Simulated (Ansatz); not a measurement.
A series of calculations on CH$_{7}$BN

### Relaxation

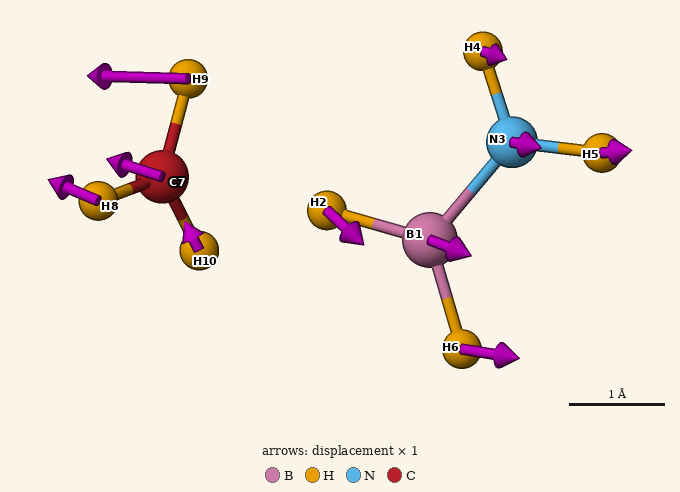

This is a relaxation of CH$_{7}$BN (multiplicity 2). The starting structure is drawn; purple arrows show the displacements, at their true length. The two geometries are superimposed by the best rigid fit.

A ball-and-stick model, seen at a tilt.

The run prepares an end point of a later path (reaction) calculation, from a guessed geometry.

The calculation used UKS BHLYP/def2-SVP (Ansatz 0.2.0). Set-up: collinear spin; force threshold 0.03 eV/Å; at most 50 steps.

Which element moves most?

Hydrogen: up to 1.34 Å, against 0.73 Å for carbon.

What happened in the run?

After 23 accepted moves (30 points after the start) the energy has fallen by 2.54 kcal/mol. Largest force component: 0.31 eV/Å at the start, 0.015 eV/Å at the end. The line search rejected the trial steps at points 4, 12, 15, 16, 18, 22, 25 of the run. The forces were under the threshold at step 6, but the run went on from there. The largest move after the best rigid fit is that of H9, 1.34 Å. By element the largest moves are H 1.34 Å, C 0.73 Å, B 0.55 Å, N 0.39 Å. Some distances before and after: B1–H2 1.196 → 1.201 Å. Among the angles between lasting bonds that change: B1–N3–H4 120.3° → 123.2°, H2–B1–N3 116.9° → 119.3°, B1–N3–H5 125.5° → 123.2°.

Limits of the set-up: the start holds two separate molecules, 2.3 Å apart at their closest, whose relative position is a soft coordinate and is computed without a dispersion correction.

### Relaxation

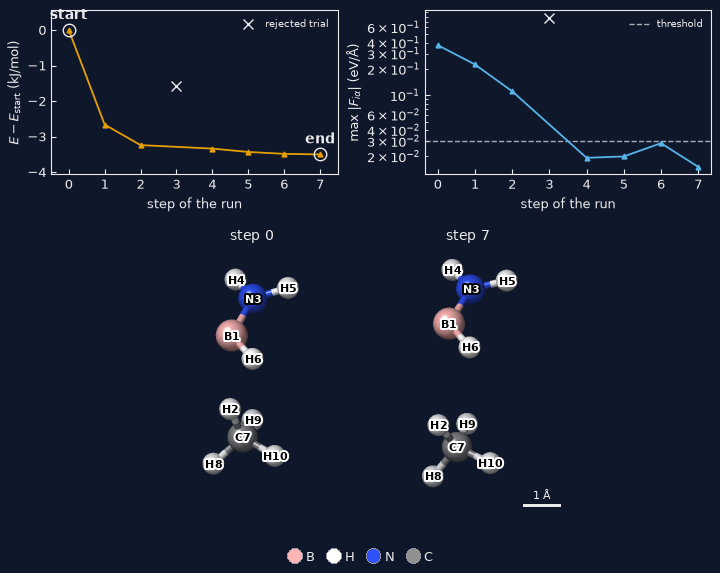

First and last geometry of a relaxation of CH7BN (multiplicity 2), with the history of the run. A ball-and-stick model, seen from a free direction.

The run prepares an end point of a later path (reaction) calculation, from a guessed geometry.

These are results of Ansatz 0.2.0, UKS BHLYP/def2-SVP, not measurements. (collinear spin; force threshold 0.03 eV/Å; at most 50 steps)

Read the history and describe the run.

It converged. The energy falls by 3.50 kJ/mol in 6 accepted moves (7 points after the start). Largest force component: 0.38 eV/Å at the start, 0.015 eV/Å at the end. The line search rejected the trial step at point 3 of the run. H2 moves most after the best rigid fit: 0.49 Å. Largest moves by element: H 0.49 Å, B 0.37 Å, C 0.30 Å, N 0.28 Å. Among the contacts that change: H2–C7 1.101 → 1.092 Å. The run took 15 s on 2 threads of Arm Neoverse V2, with other jobs on the host, peak memory 0.17 GiB.

Limits of the set-up: the start holds two separate molecules, 2.4 Å apart at their closest, whose relative position is a soft coordinate and is computed without a dispersion correction.

### Path

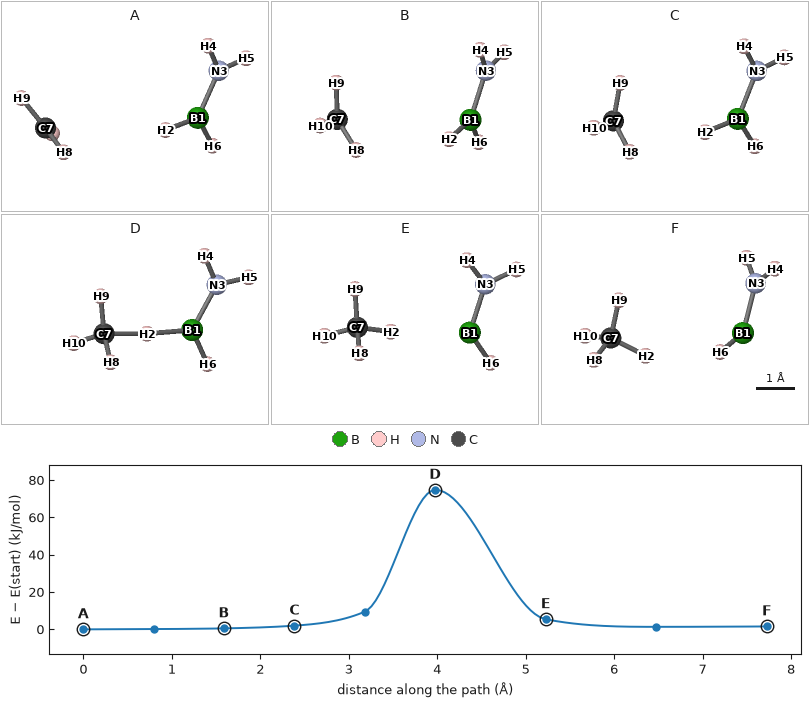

A search for the minimum-energy path of CH7BN (multiplicity 2), made up at the start of BNH$_{4}$ and CH$_{3}$ by the nudged elastic band. Images are numbered from 0 (start) to 8 (end). Frames A to F are images 0, 2, 3, 5, 6, 8. A ball-and-stick model, seen at a tilt.

Method: Ansatz 0.2.0, UKS BHLYP/def2-SVP. Settings: 7 movable images; climbing image; force threshold 0.03 eV/Å; iteration limit 60; starting path through a guess of the saddle point.

### Read off the barrier and say what moves.

A hydrogen atom shifts from one atom to another. Breaking: B1–H2 (1.20 → 1.45 at the top → 3.19 Å). Forming: H2–C7 (3.60 → 1.39 at the top → 1.09 Å). The highest point, image 5, lies 74.8 kJ/mol above the start and 73.2 kJ/mol above the end; the end is at +1.6 kJ/mol relative to the start. The band converged in 45 iterations, with a climbing image at the top.

Limits of the set-up: the start holds two separate molecules, 3.1 Å apart at their closest, whose relative position is a soft coordinate and is computed without a dispersion correction.

Cost: 7.4 min on 2 threads of Arm Neoverse V2, on a shared host, peak memory 0.2 GiB.
